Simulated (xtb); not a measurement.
C2H5ClGeO (charge +1): energy and gradient calculation

System: C2H5ClGeO, charge +1, multiplicity 2.
Method: GFN2-xTB (xtb 6.7.1).

The geometry is that of the parent species in another charge or spin state. The geometry comes from this level: GFN2-xTB.

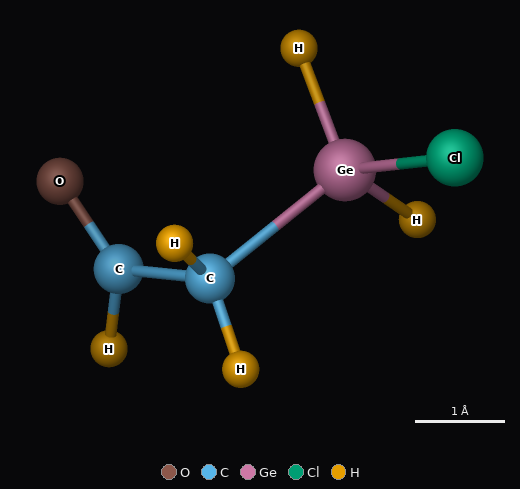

**Figure 1.** The structure as given in the input (ball-and-stick view, seen at a tilt). Sticks mark near contacts.

Input file (coord):
```
$coord
      1.422018908781     -0.526534390104      4.004556425217  o
      0.476494442324     -1.777306317472      2.360249032396  c
      0.810673610203     -1.269820366704     -0.373787827451  c
     -0.974116022722      1.980414081347     -1.170817615034  ge
      0.150667863916      3.037300108327     -4.824168439990  cl
     -0.777187663275     -3.388600194895      2.820624110878  h
      2.801556774280     -0.913058971635     -0.777716786590  h
      0.125685684549     -2.807244849915     -1.556019388278  h
     -3.817605819708      1.654171763191     -1.153583312778  h
     -0.218168881088      4.010660240600      0.670682698891  h
$end
```

Run as:
```bash
xtb --grad --json --gfn 2 --chrg 1 --uhf 1 -- coord > run.log
```

Output:
```
* xtb version 6.7.1
   ID    Z sym.   atoms
    1    8 o      1
    2    6 c      2, 3
    3   32 ge     4
    4   17 cl     5
    5    1 h      6-10

           -------------------------------------------------
          |                Calculation Setup                |
           -------------------------------------------------

          program call               : xtb --grad --json --gfn 2 --chrg 1 --uhf 1 -- coord
          coordinate file            : coord
          omp threads                :                     1

           -------------------------------------------------
          |                 G F N 2 - x T B                 |
           -------------------------------------------------

      * Hamiltonian:
        H0-scaling (s, p, d)           1.850000    2.230000    2.230000
        zeta-weighting                 0.500000
      * Dispersion:
        s8                             2.700000
        a1                             0.520000
        a2                             5.000000
        s9                             5.000000
      * Repulsion:
        kExp                           1.500000    1.000000
        rExp                           1.000000
      * Coulomb:
        alpha                          2.000000
        third order                    shell-resolved
        anisotropic                    true
        a3                             3.000000
        a5                             4.000000
        cn-shift                       1.200000
        cn-exp                         4.000000
        max-rad                        5.000000

          ...................................................
          :                      SETUP                      :
          :.................................................:
          :  # basis functions                  37          :
          :  # atomic orbitals                  35          :
          :  # shells                           17          :
          :  # electrons                        29          :
          :  max. iterations                   250          :
          :  Hamiltonian                  GFN2-xTB          :
          :  restarted?                      false          :
          :  GBSA solvation                  false          :
          :  PC potential                    false          :
          :  electronic temp.          300.0000000     K    :
          :  accuracy                    1.0000000          :
          :  -> integral cutoff          0.2500000E+02      :
          :  -> integral neglect         0.1000000E-07      :
          :  -> SCF convergence          0.1000000E-05 Eh   :
          :  -> wf. convergence          0.1000000E-03 e    :
          :  Broyden damping             0.4000000          :
          :  net charge                          1          :
          :  unpaired electrons                  1          :
          ...................................................

 iter      E             dE          RMSdq      gap      omega  full diag
   1    -16.4230715 -0.164231E+02  0.970E+00    3.91       0.0  T
   2    -16.0522392  0.370832E+00  0.108E+01    1.39       1.0  T
   3    -16.9449482 -0.892709E+00  0.356E+00    3.65       1.0  T
   4    -16.9126941  0.322541E-01  0.501E+00    3.83       1.0  T
   5    -16.8066293  0.106065E+00  0.353E+00    3.34       1.0  T
   6    -16.9559535 -0.149324E+00  0.231E+00    3.78       1.0  T
   7    -16.9837893 -0.278359E-01  0.142E+00    3.74       1.0  T
   8    -16.9783746  0.541468E-02  0.129E+00    3.76       1.0  T
   9    -16.9948803 -0.165056E-01  0.365E-01    3.73       1.0  T
  10    -16.9948098  0.704845E-04  0.421E-01    3.75       1.0  T
  11    -16.9918075  0.300230E-02  0.601E-01    3.73       1.0  T
  12    -16.9952159 -0.340835E-02  0.176E-01    3.74       1.0  T
  13    -16.9953799 -0.164023E-03  0.109E-01    3.75       1.0  T
  14    -16.9952526  0.127244E-03  0.188E-01    3.74       1.0  T
  15    -16.9954741 -0.221441E-03  0.835E-02    3.75       1.0  T
  16    -16.9954576  0.165019E-04  0.849E-02    3.75       1.0  T
  17    -16.9955198 -0.622800E-04  0.256E-02    3.75       1.2  T
  18    -16.9955274 -0.758689E-05  0.158E-02    3.75       2.0  T
  19    -16.9955284 -0.939337E-06  0.784E-03    3.75       4.0  T
  20    -16.9955287 -0.353035E-06  0.772E-04    3.75      41.0  T
  21    -16.9955287  0.424266E-08  0.173E-03    3.75      18.3  T
  22    -16.9955287  0.143986E-07  0.181E-03    3.75      17.4  T
  23    -16.9955287 -0.190439E-07  0.695E-04    3.75      45.5  T

   *** convergence criteria satisfied after 23 iterations ***

         #    Occupation            Energy/Eh            Energy/eV
      -------------------------------------------------------------
         1        2.0000           -1.2358205             -33.6284
       ...           ...                  ...                  ...
         9        2.0000           -0.6891686             -18.7532
        10        2.0000           -0.6637622             -18.0619
        11        2.0000           -0.6595966             -17.9485
        12        2.0000           -0.6556956             -17.8424
        13        2.0000           -0.6332379             -17.2313
        14        1.7883           -0.6231779             -16.9575
        15        1.2117           -0.6206794             -16.8895 (HOMO)
        16                         -0.4829540             -13.1418 (LUMO)
        17                         -0.3336192              -9.0782
        18                         -0.3207290              -8.7275
        19                         -0.2842418              -7.7346
        20                         -0.2765939              -7.5265
       ...                                ...                  ...
        35                          0.9895658              26.9275
      -------------------------------------------------------------
                  HL-Gap            0.1377254 Eh            3.7477 eV
             Fermi-level           -0.5868727 Eh          -15.9696 eV

 SCC (total)                   0 d,  0 h,  0 min,  0.013 sec
 SCC setup                      ...        0 min,  0.000 sec (  0.685%)
 Dispersion                     ...        0 min,  0.000 sec (  0.326%)
 classical contributions        ...        0 min,  0.000 sec (  0.122%)
 integral evaluation            ...        0 min,  0.001 sec (  9.768%)
 iterations                     ...        0 min,  0.009 sec ( 67.479%)
 molecular gradient             ...        0 min,  0.003 sec ( 20.390%)
 printout                       ...        0 min,  0.000 sec (  1.137%)

         :::::::::::::::::::::::::::::::::::::::::::::::::::::
         ::                     SUMMARY                     ::
         :::::::::::::::::::::::::::::::::::::::::::::::::::::
         :: total energy             -16.870062374909 Eh    ::
         :: gradient norm              0.043739521188 Eh/a0 ::
         :: HOMO-LUMO gap              3.747697882651 eV    ::
         ::.................................................::
         :: SCC energy               -16.995522567714 Eh    ::
         :: -> isotropic ES            0.103066202916 Eh    ::
         :: -> anisotropic ES         -0.008434836428 Eh    ::
         :: -> anisotropic XC          0.001963656402 Eh    ::
         :: -> dispersion             -0.005334678432 Eh    ::
         :: repulsion energy           0.125460192805 Eh    ::
         :: add. restraining           0.000000000000 Eh    ::
         :: total charge               1.000000000000 e     ::
         :::::::::::::::::::::::::::::::::::::::::::::::::::::

           -------------------------------------------------
          |                Property Printout                |
           -------------------------------------------------

    * Orbital Energies and Occupations

         #    Occupation            Energy/Eh            Energy/eV
      -------------------------------------------------------------
         1        2.0000           -1.2358205             -33.6284
       ...           ...                  ...                  ...
         3        2.0000           -0.8710289             -23.7019
         4        2.0000           -0.8441438             -22.9703
         5        2.0000           -0.8069846             -21.9592
         6        2.0000           -0.7716462             -20.9976
         7        2.0000           -0.7664377             -20.8558
         8        2.0000           -0.7334321             -19.9577
         9        2.0000           -0.6891686             -18.7532
        10        2.0000           -0.6637622             -18.0619
        11        2.0000           -0.6595966             -17.9485
        12        2.0000           -0.6556956             -17.8424
        13        2.0000           -0.6332379             -17.2313
        14        1.7883           -0.6231779             -16.9575
        15        1.2117           -0.6206794             -16.8895 (HOMO)
        16                         -0.4829540             -13.1418 (LUMO)
        17                         -0.3336192              -9.0782
        18                         -0.3207290              -8.7275
        19                         -0.2842418              -7.7346
        20                         -0.2765939              -7.5265
        21                         -0.1826549              -4.9703
        22                         -0.1813383              -4.9345
        23                         -0.1797210              -4.8905
        24                         -0.1749408              -4.7604
        25                         -0.1464840              -3.9860
        26                         -0.1361269              -3.7042
       ...                                ...                  ...
        35                          0.9895658              26.9275
      -------------------------------------------------------------
                  HL-Gap            0.1377254 Eh            3.7477 eV
             Fermi-level           -0.5868727 Eh          -15.9696 eV

     #   Z          covCN         q      C6AA      α(0)
     1   8 o        0.856    -0.138    17.092     5.543
     2   6 c        2.800     0.221    23.343     7.915
     3   6 c        3.707    -0.107    22.694     6.809
     4  32 ge       3.613     0.189   168.445    23.328
     5  17 cl       0.817     0.128    95.355    14.938
     6   1 h        0.922     0.172     1.252     1.750
     7   1 h        0.924     0.154     1.364     1.827
     8   1 h        0.925     0.130     1.536     1.938
     9   1 h        0.934     0.114     1.659     2.014
    10   1 h        0.937     0.136     1.486     1.906

 Mol. C6AA /au·bohr⁶  :       1789.376399
 Mol. C8AA /au·bohr⁸  :      76957.910847
 Mol. α(0) /au        :         67.968055

Wiberg/Mayer (AO) data.
largest (>0.10) Wiberg bond orders for each atom

 ---------------------------------------------------------------------------
     #   Z sym  total        # sym  WBO       # sym  WBO       # sym  WBO
 ---------------------------------------------------------------------------
     1   8 o    2.266 --     2 c    1.928     3 c    0.106
     2   6 c    3.880 --     1 o    1.928     3 c    1.025     6 h    0.831
     3   6 c    3.872 --     2 c    1.025     8 h    0.942     7 h    0.906
                             4 ge   0.723     1 o    0.106
     4  32 ge   3.635 --     5 cl   1.264     9 h    0.747    10 h    0.727
                             3 c    0.723
     5  17 cl   1.531 --     4 ge   1.264
     6   1 h    0.896 --     2 c    0.831
     7   1 h    0.974 --     3 c    0.906
     8   1 h    0.983 --     3 c    0.942
     9   1 h    0.920 --     4 ge   0.747
    10   1 h    0.927 --     4 ge   0.727
 ---------------------------------------------------------------------------

Topologies differ in total number of bonds
Writing topology from bond orders to xtbtopo.mol

molecular dipole:
                 x           y           z       tot (Debye)
 q only:       -0.495       0.226      -0.707
   full:       -0.383       0.075      -1.068       2.891
molecular quadrupole (traceless):
                xx          xy          yy          xz          yz          zz
 q only:       -3.262      -1.663       4.498      -0.958      -5.728      -1.236
  q+dip:       -4.647      -0.090       4.464      -2.291      -8.352       0.183
   full:       -4.518      -1.365       5.298      -2.045      -8.817      -0.780

           -------------------------------------------------
          | TOTAL ENERGY              -16.870062374909 Eh   |
          | GRADIENT NORM               0.043739521188 Eh/α |
          | HOMO-LUMO GAP               3.747697882651 eV   |
           -------------------------------------------------

------------------------------------------------------------------------
------------------------------------------------------------------------
 total:
 *  cpu-time:     0 d,  0 h,  0 min,  0.024 sec
 * ratio c/w:     1.000 speedup
 SCF:
 *  cpu-time:     0 d,  0 h,  0 min,  0.013 sec
 * ratio c/w:     1.000 speedup
```

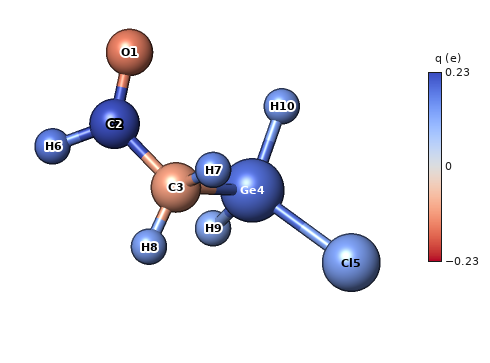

**Figure 2.** Mulliken charges, as the colour of each atom (ball-and-stick view, seen at a tilt; atoms are numbered from 1 in the order of the input). By element: O −0.14, C −0.11 to +0.22, Ge +0.19, Cl +0.13 and H +0.11 to +0.17 e.

Results in brief:

- outcome: converged
- electrons treated: 29
- total energy: −16.870062 hartree
- dispersion energy: −0.005335 hartree
- basis functions: 37
- largest force: 1.484 eV/Å
- hardware: 1 thread of Intel Xeon @ 2.50GHz (Skylake/Cascade Lake), 16 GiB of memory available, shared host
- peak memory: 0.069 GiB
